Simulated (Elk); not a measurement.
# Collinear magnetic orders of MnO2 (Pyrolusite) with Elk

Wanted: the moments of MnO2 (Pyrolusite) and the energy of each order that was tried.

Main program and level: Elk 11.2.3 (patched build); PBE; all-electron APW+lo, Dirac cores, scalar-relativistic bands.

**Measured values to reproduce.**

“Local electronic structure of dilute hydrogen in beta-MnO2” (2024, arxiv:2401.02109) quotes from earlier work for MnO2, rutile (bulk crystal): moment (ordered Mn moment in helical phase) 2.34 μB [Earlier experimental value quoted in discussion; measurement temperature and sample not …].

## 1. The starting structure

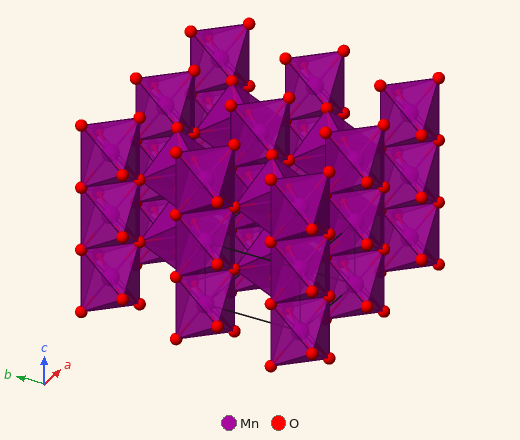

The starting structure, seen from a free direction (manganese purple, oxygen red). 2×2×2 cells are drawn. Some periodic images of atoms are drawn too.

## 2. Run 1 (ferro ++)

Parallel moments need no larger cell; this start tests for a ferromagnetic state only.

The last three numbers of an atom's line are a seed field in its sphere. It points against the wanted moment and shrinks by the factor reducebf each loop.

elk.in

```
tasks
  0
  33
  73

xctype
  20

rgkmax
  8.5

nempty
  12

swidth
  0.003

reducebf
  0.6

epsengy
  1e-05

maxscl
  100

lmaxi
  3

spinpol
  .true.

sppath
  './'

avec
  8.31158241394 0.00000000000 0.00000000000
  0.00000000000 8.31158241394 0.00000000000
  0.00000000000 0.00000000000 5.42918315605

atoms
  2
  'Mn.in'
  2
  0.0000000000 0.0000000000 0.0000000000   0.000000 0.000000 -0.675000
  0.5000000000 0.5000000000 0.5000000000   0.000000 0.000000 -0.675000
  'O.in'
  4
  0.3051500000 0.3051500000 0.0000000000   0.000000 0.000000 0.000000
  0.1948500000 0.8051500000 0.5000000000   0.000000 0.000000 0.000000
  0.6948500000 0.6948500000 0.0000000000   0.000000 0.000000 0.000000
  0.8051500000 0.1948500000 0.5000000000   0.000000 0.000000 0.000000

ngridk
  4 4 8

plot3d
  0 0 0
  1 0 0
  0 1 0
  0 0 1
  22 22 15
```

Command:

```console
$ OMP_NUM_THREADS=4 elk
```

Numbers of over 12 decimals in the logs are rounded to 6 here.

The log of the run:

```text
┌─────────────────────────┐
│ Elk code version 11.2.3 │
└─────────────────────────┘

All units are atomic (Hartree, Bohr, etc.)

┌─────────────────────────────────────────────────┐
│ Ground-state run starting from atomic densities │
└─────────────────────────────────────────────────┘

Lattice vectors :
   8.311582414       0.000000000       0.000000000
   0.000000000       8.311582414       0.000000000
   0.000000000       0.000000000       5.429183156

Reciprocal lattice vectors :
  0.7559553638       0.000000000       0.000000000
   0.000000000      0.7559553638       0.000000000
   0.000000000       0.000000000       1.157298460

Unit cell volume      :    375.0610145
Brillouin zone volume :   0.6613596291

Muffin-tin inner radius fraction :   0.1000000000E-01

Nuclei treated as point charges

Species : 1 (Mn)
 parameters loaded from : Mn.in
 name : manganese
 nuclear charge    :   -25.00000000
 electronic charge :    25.00000000
 atomic mass :    100145.9370
 muffin-tin radius :    2.000977197
 number of radial points in muffin-tin :    993
 inner part over the whole radius :   0.9869548380E-02
 number on inner part of muffin-tin    :    696
 approximate nuclear radius :   0.7074591925E-04
 number of mesh points to nuclear radius :    334
 atomic positions (lattice), magnetic fields (Cartesian) :
  1 :   0.00000000  0.00000000  0.00000000    0.00000000  0.00000000 -0.67500000
  2 :   0.50000000  0.50000000  0.50000000    0.00000000  0.00000000 -0.67500000

Species : 2 (O)
 parameters loaded from : O.in
 name : oxygen
 nuclear charge    :   -8.000000000
 electronic charge :    8.000000000
 atomic mass :    29165.12205
 muffin-tin radius :    1.500732897
 number of radial points in muffin-tin :    593
 inner part over the whole radius :   0.9790564046E-02
 number on inner part of muffin-tin    :    405
 approximate nuclear radius :   0.5115538663E-04
 number of mesh points to nuclear radius :    175
 atomic positions (lattice), magnetic fields (Cartesian) :
  1 :   0.30515000  0.30515000  0.00000000    0.00000000  0.00000000  0.00000000
  2 :   0.19485000 -0.19485000  0.50000000    0.00000000  0.00000000  0.00000000
  3 :  -0.30515000 -0.30515000  0.00000000    0.00000000  0.00000000  0.00000000
  4 :  -0.19485000  0.19485000  0.50000000    0.00000000  0.00000000  0.00000000

Total number of atoms per unit cell :    6
Total muffin-tin volume :    123.7505268
 ratio of muffin-tin to unit cell volume :   0.3299477206

Spin treatment :
 spin-polarised
 global magnetic field (Cartesian) :    0.000000000       0.000000000       0.000000000
 collinear magnetisation in z-direction

Number of Bravais lattice symmetries :   16
Number of crystal symmetries         :   16
Crystal has inversion symmetry
Real symmetric eigensolver will be used

k-point grid :      4     4     8
k-point offset :    0.000000000       0.000000000       0.000000000
k-point set is reduced with full crystal symmetry group
Total number of k-points :       30

Muffin-tin radius times maximum |G+k| :    8.500000000
 using average radius
Maximum |G+k| for APW functions       :    5.097509366
Maximum (1/2)|G+k|²                   :    12.99230087
Maximum |G| for potential and density :    12.00000000
Constant for pseudocharge density :    6
 order of it for each species :   13  13
 order of it for pair densities of each species (exact exchange by exxq0 0: 13) :   13  12
Radial integration step length :    1

G-vector grid sizes :     32    32    21
Number of G-vectors :    10925

Maximum angular momentum used for
 APW functions            :    8
 outer part of muffin-tin :    6
 inner part of muffin-tin :    3

Total nuclear charge    :   -82.00000000
Total core charge       :    28.00000000
Total valence charge    :    54.00000000
Total excess charge     :    0.000000000
Total electronic charge :    82.00000000

Effective Wigner radius, rₛ :    1.029753209

Number of empty states         :     72
Total number of valence states :    200
Total number of core states    :     28

Third-order local-orbitals added for an l without core states : T
Total number of local-orbitals :     78

Exchange-correlation functional :     20     0     0
 Perdew-Burke-Ernzerhof, Phys. Rev. Lett. 77, 3865 (1996)
 gradient requirement :    1
 generalised gradient approximation (GGA)

Smearing type :    3
 Fermi-Dirac
Smearing width :   0.3000000000E-02
Effective electronic temperature (K) :    947.3250744

Mixing type :    3
 Broyden mixing, J. Phys. A: Math. Gen. 17, L317 (1984)

Kohn-Sham potential initialised from atomic data

┌──────────────────────────────┐
│ Self-consistent loop started │
└──────────────────────────────┘

┌─────────────────┐
│ Loop number : 1 │
└─────────────────┘

Energies :
 Fermi                       :     0.183205
 sum of occupied eigenvalues :     -1508.1503941135
 electron kinetic            :      2639.7242420631
 core electron kinetic       :      2341.6221937549
 Coulomb                     :     -5120.1930046827
 Coulomb potential           :     -3978.0357348427
 nuclear-nuclear             :     -448.45664808440
 electron-nuclear            :     -5377.5482297355
 Hartree                     :      705.81187313722
 Madelung                    :     -3131.1751372613
 xc potential                :     -169.56265108045
 xc effective B-field        :    -0.366840
 external B-field            :      0.000000
 exchange                    :     -135.19067505856
 correlation                 :     -3.348782
 electron entropic           :    -0.71241522514777E-03
 total energy                :     -2619.0089316743
 (external B-field energy excluded from total)

Density of states at Fermi energy :    19.38094115
 (states/Hartree/unit cell)

Estimated indirect band gap :   0.4392194053E-02
 from k-point 1 to k-point 7
Estimated direct band gap   :   0.6156181079E-02
 at k-point 1

Charges :
 core                        :    28.00000000
 valence                     :    54.00000000
 interstitial                :    8.545959879
 muffin-tins (core leakage)
  species : 1 (Mn)
   atom 1                    :    21.95816602     ( -0.2136078603E-06)
   atom 2                    :    21.95816602     ( -0.2136078603E-06)
  species : 2 (O)
   atom 1                    :    7.384427020     (  0.9896184738E-07)
   atom 2                    :    7.384427020     (  0.9896184738E-07)
   atom 3                    :    7.384427020     (  0.9896184738E-07)
   atom 4                    :    7.384427020     (  0.9896184738E-07)
 total in muffin-tins        :    73.45404012
 total calculated charge     :    81.99893581
 total charge                :    82.00000000
 error                       :   0.1064186280E-02

Moments :
[...]
total in muffin-tins        :    5.466466108
 total moment                :    5.953762242

┌─────────────────┐
│ Loop number : 2 │
└─────────────────┘

Energies :
 Fermi                       :     0.180900
 sum of occupied eigenvalues :     -1508.2219416555
 electron kinetic            :      2636.8283796592
 core electron kinetic       :      2339.8745106741
 Coulomb                     :     -5120.5146816958
 Coulomb potential           :     -3977.7257622304
 nuclear-nuclear             :     -448.45664808440
 electron-nuclear            :     -5378.5029851031
 Hartree                     :      706.44495149174
 Madelung                    :     -3131.6518005806
 xc potential                :     -167.06732016453
 xc effective B-field        :    -0.367450
 external B-field            :      0.000000
 exchange                    :     -135.19754842150
 correlation                 :     -3.349829
 electron entropic           :    -0.71038330977903E-03
 total energy                :     -2622.2343894819
 (external B-field energy excluded from total)

Density of states at Fermi energy :    19.29321435
 (states/Hartree/unit cell)

Estimated indirect band gap :   0.4679355050E-02
 from k-point 1 to k-point 7
Estimated direct band gap   :   0.7033742511E-02
 at k-point 1

Charges :
 core                        :    28.00000000
 valence                     :    54.00000000
 interstitial                :    8.555526390
 muffin-tins (core leakage)
  species : 1 (Mn)
   atom 1                    :    21.98854299     ( -0.2136089758E-06)
   atom 2                    :    21.98854299     ( -0.2136089758E-06)
  species : 2 (O)
   atom 1                    :    7.366846910     (  0.9944259705E-07)
   atom 2                    :    7.366846910     (  0.9944259705E-07)
   atom 3                    :    7.366846910     (  0.9944259705E-07)
   atom 4                    :    7.366846910     (  0.9944259705E-07)
 total in muffin-tins        :    73.44447361
 total calculated charge     :    81.99894053
 total charge                :    82.00000000
 error                       :   0.1059466121E-02

Moments :
 interstitial                :   0.4797452393
 muffin-tins
  species : 1 (Mn)
   atom 1                    :    2.674302239
   atom 2                    :    2.674302239
  species : 2 (O)
   atom 1                    :   0.3202050394E-01
   atom 2                    :   0.3202050394E-01
   atom 3                    :   0.3202050394E-01
   atom 4                    :   0.3202050394E-01
 total in muffin-tins        :    5.476686494
 total moment                :    5.956431734

RMS change in Kohn-Sham potential (target) :    4.069446885     (  0.1000000000E-05)
Absolute change in total energy (target)   :    3.225457808     (  0.1000000000E-04)

[... loops 3 to 22 left out ...]

┌──────────────────┐
│ Loop number : 23 │
└──────────────────┘

Energies :
 Fermi                       :     0.262765
 sum of occupied eigenvalues :     -1498.8610384841
 electron kinetic            :      2647.1264645400
 core electron kinetic       :      2341.1655147703
 Coulomb                     :     -5126.8016489271
 Coulomb potential           :     -3966.3300398944
 nuclear-nuclear             :     -448.45664808440
 electron-nuclear            :     -5402.5063348745
 Hartree                     :      724.16133403177
 Madelung                    :     -3143.6366289799
 xc potential                :     -179.31612420993
 xc effective B-field        :    -0.341341
 external B-field            :      0.000000
 exchange                    :     -135.36158961424
 correlation                 :     -3.382399
 electron entropic           :    -0.76197977284446E-03
 total energy                :     -2618.4199344922
 (external B-field energy excluded from total)

Density of states at Fermi energy :    21.56732496
 (states/Hartree/unit cell)

Estimated indirect band gap :   0.4939242778E-02
 from k-point 28 to k-point 1
Estimated direct band gap   :   0.6419842058E-02
 at k-point 6

Charges :
 core                        :    28.00000000
 valence                     :    54.00000000
 interstitial                :    8.741649782
 muffin-tins (core leakage)
  species : 1 (Mn)
   atom 1                    :    22.88188621     ( -0.2136318962E-06)
   atom 2                    :    22.88188621     ( -0.2136318962E-06)
  species : 2 (O)
   atom 1                    :    6.873644449     (  0.1089269166E-06)
   atom 2                    :    6.873644449     (  0.1089269166E-06)
   atom 3                    :    6.873644449     (  0.1089269166E-06)
   atom 4                    :    6.873644449     (  0.1089269166E-06)
 total in muffin-tins        :    73.25835022
 total calculated charge     :    81.99906463
 total charge                :    82.00000000
 error                       :   0.9353740075E-03

Moments :
 interstitial                :   0.3693259558
 muffin-tins
  species : 1 (Mn)
   atom 1                    :    2.611167960
   atom 2                    :    2.611167960
  species : 2 (O)
   atom 1                    :   0.9192816621E-01
   atom 2                    :   0.9192816621E-01
   atom 3                    :   0.9192816621E-01
   atom 4                    :   0.9192816621E-01
 total in muffin-tins        :    5.590048586
 total moment                :    5.959374541

RMS change in Kohn-Sham potential (target) :   0.3622207403E-06 (  0.1000000000E-05)
Absolute change in total energy (target)   :   0.6451391073E-05 (  0.1000000000E-04)

Convergence targets achieved

┌──────────────────┐
│ Loop number : 24 │
└──────────────────┘

Energies :
 Fermi                       :     0.262765
 sum of occupied eigenvalues :     -1498.8610390170
 electron kinetic            :      2647.1264593239
 core electron kinetic       :      2341.1655129821
 Coulomb                     :     -5126.8016445923
 Coulomb potential           :     -3966.3300424674
 nuclear-nuclear             :     -448.45664808440
 electron-nuclear            :     -5402.5063237841
 Hartree                     :      724.16132727625
 Madelung                    :     -3143.6366233586
 xc potential                :     -179.31611631286
 xc effective B-field        :    -0.341339
 external B-field            :      0.000000
 exchange                    :     -135.36158824915
 correlation                 :     -3.382399
 electron entropic           :    -0.76199584145519E-03
 total energy                :     -2618.4199341204
 (external B-field energy excluded from total)

Density of states at Fermi energy :    21.56786550
 (states/Hartree/unit cell)

Estimated indirect band gap :   0.4938239076E-02
 from k-point 28 to k-point 1
Estimated direct band gap   :   0.6419020160E-02
 at k-point 6

Charges :
 core                        :    28.00000000
 valence                     :    54.00000000
 interstitial                :    8.741649768
 muffin-tins (core leakage)
  species : 1 (Mn)
   atom 1                    :    22.88188622     ( -0.2136314414E-06)
   atom 2                    :    22.88188622     ( -0.2136314414E-06)
  species : 2 (O)
   atom 1                    :    6.873644450     (  0.1089267332E-06)
   atom 2                    :    6.873644450     (  0.1089267332E-06)
   atom 3                    :    6.873644450     (  0.1089267332E-06)
   atom 4                    :    6.873644450     (  0.1089267332E-06)
 total in muffin-tins        :    73.25835023
 total calculated charge     :    81.99906463
 total charge                :    82.00000000
 error                       :   0.9353738270E-03

Moments :
 interstitial                :   0.3693260986
 muffin-tins
  species : 1 (Mn)
   atom 1                    :    2.611158784
   atom 2                    :    2.611158784
  species : 2 (O)
   atom 1                    :   0.9193097001E-01
   atom 2                    :   0.9193097001E-01
   atom 3                    :   0.9193097001E-01
   atom 4                    :   0.9193097001E-01
 total in muffin-tins        :    5.590041447
 total moment                :    5.959367546

┌──────────────────────────────┐
│ Self-consistent loop stopped │
└──────────────────────────────┘

Wrote STATE.OUT
```

It took 13 min on 4 threads of AMD EPYC 7571, shared host; peak memory 0.5 GiB.

Spin moment in the muffin-tin sphere by atom:

| atom | spin moment in the muffin-tin sphere (μB) |
| --- | --- |
| Mn1 | 2.61 |
| Mn2 | 2.61 |
| O3 | 0.09 |
| O4 | 0.09 |
| O5 | 0.09 |
| O6 | 0.09 |

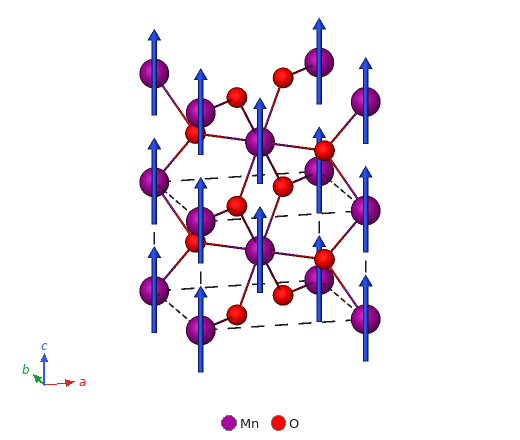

Spin moment in the muffin-tin sphere as arrows, the longest 2.61 μB. Up and down stand for the sign. Arrows give size and sign along the axis of quantisation, drawn up and down the page. 1×1×2 cells are drawn. Some periodic images of atoms are drawn too.

Read from the output:

```yaml
density_of_states_at_the_fermi_level: 0.7926 states/eV/cell
moment_between_the_spheres: 0.3693 μB
magnetization: 5.959 μB
final_state: ferromagnetic
```

After 24 cycles the largest moment stands at 2.61 μB.

(Continued in part 2 of 3.)

[Logs and program files are shortened in this print: banners, set-up blocks, solver, clock and traceback lines can be left out without a mark of their own.]

[Logs are printed without paths, hosts, clocks, repeated set-up lines and the standing remarks that a program may print on its own settings, such as how far it seeks lower states.]

[Hosts, paths, dates, database ids (printed as entryN), source tags and the programs' standing remarks are cut or masked in the printed files.]

[Where a cell is said to come from a database of computed structures, the database is the Materials Project.]
